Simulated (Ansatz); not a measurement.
# Si2NH (singlet): density functionals in cc-pVTZ

Aim: run Si2NH (singlet) with a set of functionals in one basis and compare levels, spin and time.

Program: Ansatz 0.2.0, Gaussian basis. Level of theory: cc-pVTZ, all electrons in the functionals, frozen cores in the correlation of double hybrids and RPA. These are calculated values, not measurements.

The runs, in order: SPW92, PBE, r2SCAN, PBE0, B3LYP, wB97M-V, B2PLYP, RKS PBE0, RPA-PBE.

## 1. The system

The geometry is a PBE0/def2-TZVP stationary point (not a proven minimum).

4 atoms, charge 0, spin multiplicity 1.

Atoms are counted from 1 here; the program's logs count them from 0.

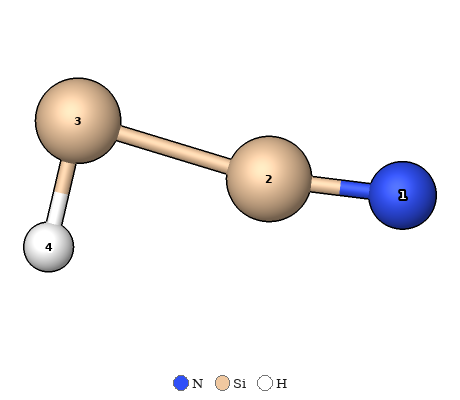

The geometry (nitrogen blue, silicon light orange, hydrogen white); atoms are numbered from 1 in the order of the file.

No dispersion term is added; wB97M-V holds VV10 nonlocal correlation. B3LYP takes the VWN-RPA correlation.

## 2. SPW92 (unrestricted)

Contents of in.yaml:

```yaml
crystal:
  periodic: [false, false, false]
  atoms:
    - {symbol: N, position_ang: [0.000000, -0.058160, 2.214672]}
    - {symbol: Si, position_ang: [0.000000, 0.085636, 0.645153]}
    - {symbol: Si, position_ang: [0.000000, -0.107473, -1.688146]}
    - {symbol: H, position_ang: [0.000000, 1.416707, -1.713659]}
basis:
  gaussian: {orbitals: cc-pVTZ}
magnetization: {spin_polarized: true, initial_magnetization: 0}
hamiltonian: {xc: {name: SPW92}}
```

Command:

```bash
ansatz run in.yaml --threads 1 --pin off --events-out ev --progress --plain --max-ram 4096MiB --backend cpu
```

Output:

```text
Functional definition: SPW92
  name "SPW92"
  cite "Dirac, Proc. Camb. Phil. Soc. 26, 376 (1930) doi:10.1017/S0305004100016108"
  cite "Slater, Phys. Rev. 81, 385 (1951) doi:10.1103/PhysRev.81.385"
  cite "Perdew & Wang, Phys. Rev. B 45, 13244 (1992) doi:10.1103/PhysRevB.45.13244"
  exchange = slater_x
  correlation = pw_c
785 factors; their error is unknown
mean field evaluation 1: about -17160.5659 eV, gradient 6.7e1 eV
mean field evaluation 2: about -16907.2051 eV, gradient 1.3e2 eV
mean field evaluation 4: about -17150.1116 eV, gradient 5.2e1 eV
mean field evaluation 8: about -17183.1703 eV, gradient 5.5e-1 eV
mean field evaluation 16: about -17183.1255 eV, gradient 1.9e-3 eV
mean field evaluation 32: about -17182.0164 eV, gradient 7.2e-3 eV
mean field evaluation 64: about -17182.1209 eV, gradient 1.2e0 eV
mean field evaluation 96: about -17182.4529 eV, gradient 4.7e0 eV
mean field -17183.12554933 eV, -631.4682167971 hartree, gradient 2.1e-5 eV, S^2 0.000000; 10 other end points of the search recorded, 0 dependent functions left out
reference -17183.12557745 eV, -631.4682178306 hartree; 18, 18 occupied and 94, 94 virtual orbitals, 785 factors
Total energy: -17183.12557745 eV, -631.4682178306 hartree
```

Wall time 6.5 s (1 thread of AMD EPYC 7R13, shared host).

From the report: ⟨S²⟩ of the determinant 0.000 (pure singlet: 0.00).

## 3. PBE (unrestricted)

Changes to in.yaml since step 2:

```diff
@@ -10,2 +10,3 @@
 magnetization: {spin_polarized: true, initial_magnetization: 0}
-hamiltonian: {xc: {name: SPW92}}
+hamiltonian: {xc: {name: PBE}}
+output: {orbitals: {seedname: orbitals}}
```

Same command.

Output (excerpt; [...] marks lines left out):

```text
Functional definition: PBE
  name "PBE"
  cite "Perdew, Burke & Ernzerhof, Phys. Rev. Lett. 77, 3865 (1996) doi:10.1103/PhysRevLett.77.3865"
  parent pbe
[...]
785 factors; their error is unknown
[...]
mean field -17248.48911845 eV, -633.8702836572 hartree, gradient 1.3e-6 eV, S^2 0.000000; 11 other end points of the search recorded, 0 dependent functions left out
reference -17248.48914828 eV, -633.8702847534 hartree; 18, 18 occupied and 94, 94 virtual orbitals, 785 factors
Total energy: -17248.48914828 eV, -633.8702847534 hartree
```

Run time: 17 s. Hardware: 1 thread of AMD EPYC 7R13, shared host.

From the report: ⟨S²⟩ of the determinant 0.000 (pure singlet: 0.00).

## 4. r2SCAN (unrestricted)

Changes to in.yaml since step 3:

```diff
@@ -10,3 +10,2 @@
 magnetization: {spin_polarized: true, initial_magnetization: 0}
-hamiltonian: {xc: {name: PBE}}
-output: {orbitals: {seedname: orbitals}}
+hamiltonian: {xc: {name: r2SCAN}}
```

Same command.

Output (excerpt; [...] marks lines left out):

```text
Functional definition: r2SCAN
  name "r2SCAN"
  cite "Furness, Kaplan, Ning, Perdew & Sun, J. Phys. Chem. Lett. 11, 8208 (2020) doi:10.1021/acs.jpclett.0c02405"
  cite "Furness, Kaplan, Ning, Perdew & Sun, J. Phys. Chem. Lett. 11, 9248 (2020) doi:10.1021/acs.jpclett.0c03077"
  parent r2scan
[...]
785 factors; their error is unknown
[...]
mean field -17255.63724420 eV, -634.1329724335 hartree, gradient 5.3e-6 eV, S^2 0.316925; 12 other end points of the search recorded, 0 dependent functions left out
reference -17255.63725509 eV, -634.1329728337 hartree; 18, 18 occupied and 94, 94 virtual orbitals, 785 factors
Total energy: -17255.63725509 eV, -634.1329728337 hartree
```

It took 42 s on 1 thread of AMD EPYC 7R13, shared host; peak memory 0.28 GiB.

From the report: ⟨S²⟩ of the determinant 0.317 (pure singlet: 0.00).

## 5. PBE0 (unrestricted)

Changes to in.yaml since step 4:

```diff
@@ -10,2 +10,3 @@
 magnetization: {spin_polarized: true, initial_magnetization: 0}
-hamiltonian: {xc: {name: r2SCAN}}
+hamiltonian: {xc: {name: PBE0}}
+output: {orbitals: {seedname: orbitals}}
```

The command is unchanged.

Output:

```text
Functional definition: PBE0
  name "PBE0"
  cite "Adamo & Barone, J. Chem. Phys. 110, 6158 (1999) doi:10.1063/1.478522"
  cite "Perdew, Burke & Ernzerhof, Phys. Rev. Lett. 77, 3865 (1996) doi:10.1103/PhysRevLett.77.3865"
  parent pbe
  parameter a = 0.25
  parameter kappa = 0.804
  parameter beta = 0.06672455060314922
  exchange = (1 - a)*pbe_x(kappa = kappa, mu = beta*pi^2/3) + a*exact_x
  correlation = pbe_c(beta = beta)
806 factors; their error is unknown
mean field evaluation 1: about -17231.7005 eV, gradient 5.8e1 eV
mean field evaluation 2: about -17040.2350 eV, gradient 1.3e2 eV
mean field evaluation 4: about -17242.5201 eV, gradient 3.0e1 eV
mean field evaluation 8: about -17249.2258 eV, gradient 1.3e-1 eV
mean field evaluation 16: about -17249.2887 eV, gradient 7.2e-4 eV
mean field evaluation 32: about -17249.3505 eV, gradient 1.7e-5 eV
mean field -17249.35054196 eV, -633.9019403873 hartree, gradient 1.6e-5 eV, S^2 0.379180; 6 other end points of the search recorded, 0 dependent functions left out
reference -17249.35056475 eV, -633.9019412246 hartree; 18, 18 occupied and 94, 94 virtual orbitals, 806 factors
Total energy: -17249.35056475 eV, -633.9019412246 hartree
```

Wall time 15 s (1 thread of AMD EPYC 7R13, shared host); peak memory 0.28 GiB.

From the report: ⟨S²⟩ of the determinant 0.379 (pure singlet: 0.00).

## 6. B3LYP (unrestricted)

Changes to in.yaml since step 5:

```diff
@@ -10,3 +10,2 @@
 magnetization: {spin_polarized: true, initial_magnetization: 0}
-hamiltonian: {xc: {name: PBE0}}
-output: {orbitals: {seedname: orbitals}}
+hamiltonian: {xc: {name: B3LYP}}
```

Launched as before.

Output (excerpt; [...] marks lines left out):

```text
Functional definition: B3LYP
  name "B3LYP"
  cite "Stephens, Devlin, Chabalowski & Frisch, J. Phys. Chem. 98, 11623 (1994) doi:10.1021/j100096a001"
  cite "Becke, Phys. Rev. A 38, 3098 (1988) doi:10.1103/PhysRevA.38.3098"
  cite "Lee, Yang & Parr, Phys. Rev. B 37, 785 (1988) doi:10.1103/PhysRevB.37.785"
  cite "Vosko, Wilk & Nusair, Can. J. Phys. 58, 1200 (1980) doi:10.1139/p80-159"
[...]
803 factors; their error is unknown
[...]
mean field -17258.96312660 eV, -634.2551963571 hartree, gradient 1.7e-5 eV, S^2 0.208123; 5 other end points of the search recorded, 0 dependent functions left out
reference -17258.96333368 eV, -634.2552039672 hartree; 18, 18 occupied and 94, 94 virtual orbitals, 803 factors
Total energy: -17258.96333368 eV, -634.2552039672 hartree
```

Run time: 11 s. Hardware: 1 thread of AMD EPYC 7R13, shared host; peak memory 0.28 GiB.

From the report: ⟨S²⟩ of the determinant 0.208 (pure singlet: 0.00).

## 7. wB97M-V (unrestricted)

Changes to in.yaml since step 6:

```diff
@@ -10,2 +10,3 @@
 magnetization: {spin_polarized: true, initial_magnetization: 0}
-hamiltonian: {xc: {name: B3LYP}}
+hamiltonian: {xc: {name: wB97M-V}}
+output: {orbitals: {seedname: orbitals}}
```

Same command.

Output (excerpt; [...] marks lines left out):

```text
Functional definition: wB97M-V
  name "wB97M-V"
  cite "Mardirossian & Head-Gordon, J. Chem. Phys. 144, 214110 (2016) doi:10.1063/1.4952647"
  cite "Becke, J. Chem. Phys. 107, 8554 (1997) doi:10.1063/1.475007"
  cite "Vydrov & Van Voorhis, J. Chem. Phys. 133, 244103 (2010) doi:10.1063/1.3521275"
  # Of w^i u^j: cxij and so on, Table III.
[...]
  gx(w, u) = 1 - cx + cx01*u + cx10*w
  gss(w, u) = css00 + css04*u^4 + css10*w + css20*w^2 + css43*w^4*u^3
  gos(w, u) = cos00 + cos10*w + (cos20 + cos21*u)*w^2 + (cos60 + cos61*u)*w^6
[...]
      + integral(e_c_pw_mod_opposite_spin*gos(b97_w_opposite, b97_u_opposite)) + vv10(b, c)
803 factors; their error is unknown
152 factors; integrals over basis functions are off by at most 9.4e-5 eV
[...]
mean field -17256.22240930 eV, -634.1544768541 hartree, gradient 2.3e-6 eV, S^2 0.199474; 7 other end points of the search recorded, 0 dependent functions left out
reference -17256.22244561 eV, -634.1544781886 hartree; 18, 18 occupied and 94, 94 virtual orbitals, 803 factors
Total energy: -17256.22244561 eV, -634.1544781886 hartree
```

Run time: 38 s. Hardware: 1 thread of AMD EPYC 7R13, shared host; peak memory 0.43 GiB.

From the report: ⟨S²⟩ of the determinant 0.199 (pure singlet: 0.00).

## 8. B2PLYP (unrestricted)

Changes to in.yaml since step 7:

```diff
@@ -10,3 +10,3 @@
 magnetization: {spin_polarized: true, initial_magnetization: 0}
-hamiltonian: {xc: {name: wB97M-V}}
-output: {orbitals: {seedname: orbitals}}
+hamiltonian: {xc: {name: B2PLYP}}
+correlation: {electrons: outside_noble_gas}
```

Launched as before.

Output (excerpt; [...] marks lines left out):

```text
Functional definition: B2PLYP
  name "B2PLYP"
  cite "Grimme, J. Chem. Phys. 124, 034108 (2006) doi:10.1063/1.2148954"
  cite "Becke, Phys. Rev. A 38, 3098 (1988) doi:10.1103/PhysRevA.38.3098"
  cite "Lee, Yang & Parr, Phys. Rev. B 37, 785 (1988) doi:10.1103/PhysRevB.37.785"
[...]
675 factors; integrals over basis functions are off by at most 1.5e-3 eV
[...]
mean field -17246.50692924 eV, -633.7974395474 hartree, gradient 5.6e-6 eV, S^2 0.658290; 10 other end points of the search recorded, 0 dependent functions left out
11 core orbitals not correlated: weight in the atoms' cores, before any rotation towards them, 1.000 or more for the frozen orbitals, at most 0.000 for the correlated occupied ones
reference -17246.50706070 eV, -633.7974443785 hartree; 7, 7 occupied and 94, 94 virtual orbitals, 675 factors
second order -13.52740369 eV of doubles, -0.00000000 eV of singles
Total energy: -17250.15945970 eV, -633.9316675659 hartree
```

It took 26 s on 1 thread of AMD EPYC 7R13, shared host; peak memory 0.3 GiB.

From the report: ⟨S²⟩ of the determinant 0.658 (pure singlet: 0.00). The determinant is far from a pure spin state, so its energy mixes those of several spin states (harmless only where they are near-degenerate, as at dissociation).

## 9. PBE0 (restricted)

Changes to in.yaml since step 8:

```diff
@@ -9,4 +9,2 @@
   gaussian: {orbitals: cc-pVTZ}
-magnetization: {spin_polarized: true, initial_magnetization: 0}
-hamiltonian: {xc: {name: B2PLYP}}
-correlation: {electrons: outside_noble_gas}
+hamiltonian: {xc: {name: PBE0}}
```

The command is unchanged.

Output:

```text
Functional definition: PBE0
  name "PBE0"
  cite "Adamo & Barone, J. Chem. Phys. 110, 6158 (1999) doi:10.1063/1.478522"
  cite "Perdew, Burke & Ernzerhof, Phys. Rev. Lett. 77, 3865 (1996) doi:10.1103/PhysRevLett.77.3865"
  parent pbe
  parameter a = 0.25
  parameter kappa = 0.804
  parameter beta = 0.06672455060314922
  exchange = (1 - a)*pbe_x(kappa = kappa, mu = beta*pi^2/3) + a*exact_x
  correlation = pbe_c(beta = beta)
806 factors; their error is unknown
mean field evaluation 1: about -17231.7005 eV, gradient 8.2e1 eV
mean field evaluation 2: about -17040.2350 eV, gradient 1.9e2 eV
mean field evaluation 4: about -17242.5201 eV, gradient 4.2e1 eV
mean field evaluation 8: about -17249.2258 eV, gradient 1.8e-1 eV
mean field evaluation 16: about -17249.2887 eV, gradient 9.1e-5 eV
mean field -17249.28871476 eV, -633.8996682798 hartree, gradient 3.6e-5 eV, S^2 0.000000; 0 other end points of the search recorded, 0 dependent functions left out
reference -17249.28873718 eV, -633.8996691035 hartree; 18, 18 occupied and 94, 94 virtual orbitals, 806 factors
Total energy: -17249.28873718 eV, -633.8996691035 hartree
```

Run time: 1.7 s. Hardware: 1 thread of AMD EPYC 7R13, shared host.

## 10. RPA-PBE

Changes to in.yaml since step 9:

```diff
@@ -9,2 +9,4 @@
   gaussian: {orbitals: cc-pVTZ}
-hamiltonian: {xc: {name: PBE0}}
+magnetization: {spin_polarized: true, initial_magnetization: 0}
+hamiltonian: {xc: {name: PBE}}
+correlation: {method: rpa, electrons: outside_noble_gas}
```

The command is unchanged.

Output (excerpt; [...] marks lines left out):

```text
Functional definition: PBE
  name "PBE"
  cite "Perdew, Burke & Ernzerhof, Phys. Rev. Lett. 77, 3865 (1996) doi:10.1103/PhysRevLett.77.3865"
  parent pbe
[...]
675 factors; integrals over basis functions are off by at most 1.5e-3 eV
[...]
mean field -17248.48911034 eV, -633.8702833591 hartree, gradient 8.7e-6 eV, S^2 0.000000; 11 other end points of the search recorded, 0 dependent functions left out
11 core orbitals not correlated: weight in the atoms' cores, before any rotation towards them, 1.000 or more for the frozen orbitals, at most 0.000 for the correlated occupied ones
reference -17216.43370917 eV, -632.6922690941 hartree; 7, 7 occupied and 94, 94 virtual orbitals, 675 factors
Total energy: -17236.43185976 eV, -633.4271875730 hartree
```

Run time: 21 s. Hardware: 1 thread of AMD EPYC 7R13, shared host.

From the report: ⟨S²⟩ of the determinant 0.000 (pure singlet: 0.00).

## 11. Side by side

| functional | energy (eV) | ⟨S²⟩ | time |
| --- | --- | --- | --- |
| SPW92 | -17183.1256 | 0.000 | 6.5 s |
| PBE | -17248.4891 | 0.000 | 17 s |
| r2SCAN | -17255.6373 | 0.317 | 42 s |
| PBE0 | -17249.3506 | 0.379 | 15 s |
| B3LYP | -17258.9633 | 0.208 | 11 s |
| wB97M-V | -17256.2224 | 0.199 | 38 s |
| B2PLYP | -17250.1595 | 0.658 | 26 s |
| RKS PBE0 | -17249.2887 | 0.000 | 1.7 s |
| RPA-PBE | -17236.4319 | 0.000 | 21 s |

Orbital levels of the runs that wrote orbitals: PBE HOMO -6.31, LUMO -5.33 eV; PBE0 HOMO -7.36, LUMO -4.46 eV; wB97M-V HOMO -9.02, LUMO -2.66 eV.

## 12. Summary of results

```
                quantity                        value
spread of total energies                      75.8 eV
       quickest, slowest  RKS PBE0 1.7 s, r2SCAN 42 s
```

**Reading.** Total energies of different functionals can't be ranked; only differences within one functional count.
